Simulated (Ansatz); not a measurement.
**CH4AlO (charge −1): density, localisation and related maps**

Input

```
crystal:
  periodic: [false, false, false]
  atoms:
    - { symbol: C, position_ang: [-0.65641, 0.57097, -0.20438] }
    - { symbol: Al, position_ang: [0.80966, -0.7868, 0.35767] }
    - { symbol: O, position_ang: [0.87182, -1.76175, 1.61387] }
    - { symbol: H, position_ang: [-0.31086, 1.61379, -0.20964] }
    - { symbol: H, position_ang: [-1.51401, 0.54338, 0.48107] }
    - { symbol: H, position_ang: [-1.06663, 0.39545, -1.208] }
    - { symbol: H, position_ang: [1.86644, -0.57504, -0.83059] }
total_charge: -1
basis:
  gaussian: { orbitals: def2-SVP }
hamiltonian:
  xc: pbe0
  dispersion: d4
relax:
  f_tol: 0.02
  max_steps: 40
scf:
  lower_state_search: "off"
output:
  orbitals: {}
```

Command:

```sh
ansatz run input.yaml --threads 1 --pin off --max-ram 2048MiB --backend cpu --events-out ev --progress --plain --runs-dir out
```

The fields are those of the relaxed geometry.

The calculation used Ansatz 0.2.0, RKS PBE0-D4/def2-SVP.

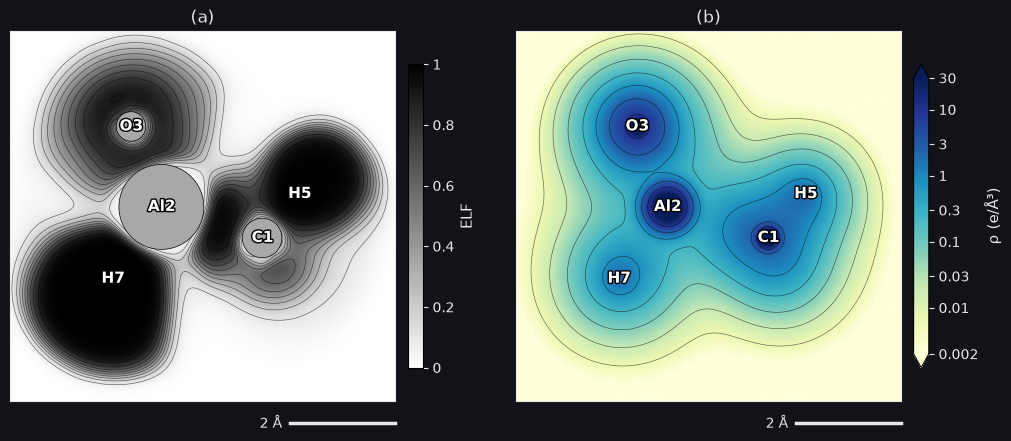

Figure 1. (a) electron localisation function; (b) total electron density on the plane of atoms C1, Al2 and O3. Grey discs cover the atomic cores in the ELF map.

### Interpret the plot.

The plane passes through C, Al, O and H nuclei.
Al–O (1.64 Å): ρ is about 0.99 e/Å³ halfway; the ELF peaks at about 0.85 in the valence shell of O, 0.6 Å from its nucleus, and is about 0.40 at the midpoint.
C–Al (2.01 Å): ρ is about 0.65 e/Å³ halfway; the ELF peaks at about 0.95 between the atoms; a polar covalent bond.
C–H (1.10 Å): the density is about 1.8 e/Å³ at the midpoint; the ELF climbs to about 1 towards the hydrogen, as it does in any bond to H (an ordinary covalent bond to hydrogen).
Al–H (1.65 Å): the density is about 0.45 e/Å³ at the midpoint; the ELF climbs to about 1 towards the hydrogen.
The ELF also peaks beside O3, away from the bonds: lone-pair regions.

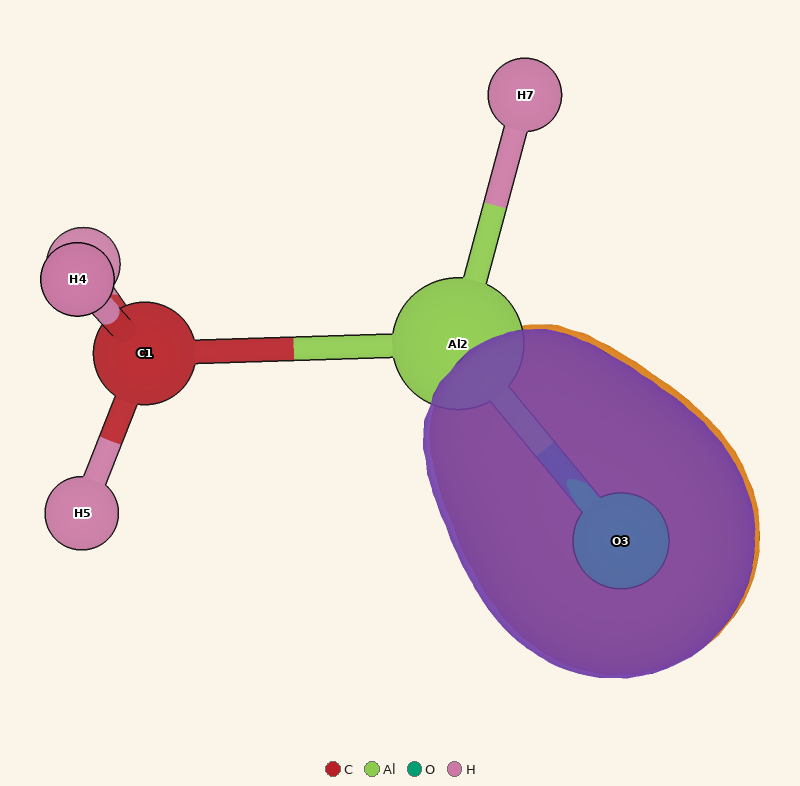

Figure 2. The HOMO−1 at ±0.15 Å⁻³ᐟ² (orange and purple are the two phases), seen across its widest extent.

### Describe this orbital and give its energy.

It lies mainly on O3 (about 75 %) and Al2 (about 25 %). Its energy is −0.76 eV.

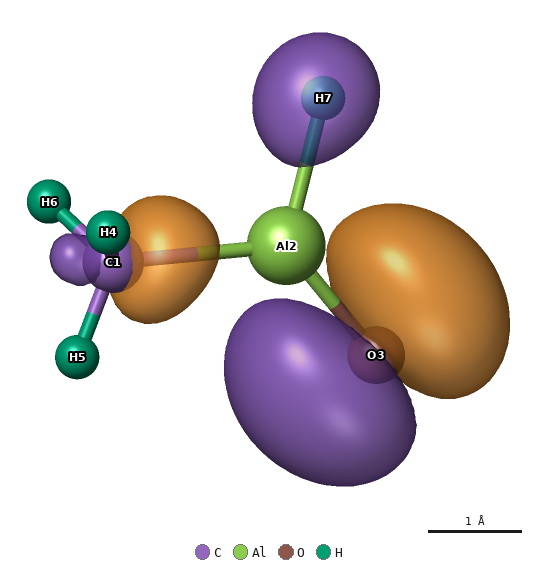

Figure 3. The HOMO at ±0.1 Å⁻³ᐟ² (orange and purple are the two phases), seen at a tilt.

### Where does this orbital lie, and at what energy?

Its weight (Hirshfeld) is mainly on O3 (about 75 %); largely a lone pair of O3. Its energy is −0.37 eV.
